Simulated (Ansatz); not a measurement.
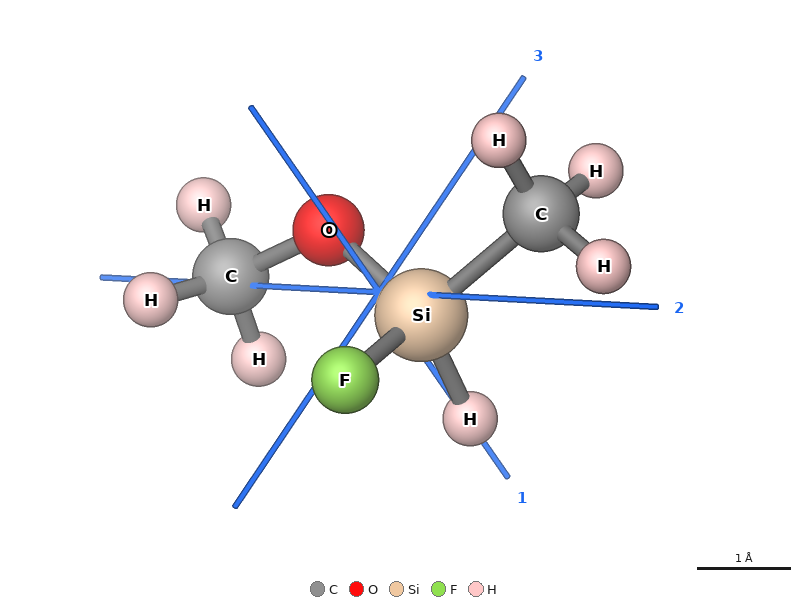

The three principal axes of inertia are drawn and numbered. Depth is shown by fading: the farther an atom, the more it takes the colour of the background. Computed geometry: PBE0-D4/def2-TZVP optimisation. Masses are those of the most abundant isotopes; constants are for the rigid equilibrium geometry.

Which line is the a axis (least moment of inertia), which b and which c?

Answer. a is line 2, b is line 3, c is line 1; the moments are 81.9, 175, 232 u Å².

What kind of rotor is it, and what are its rotational constants in cm⁻¹?

Answer. An asymmetric top (C1): A = 0.206, B = 0.0962, C = 0.0726 cm⁻¹. Ray's parameter κ is −0.64, nearer the prolate limit.
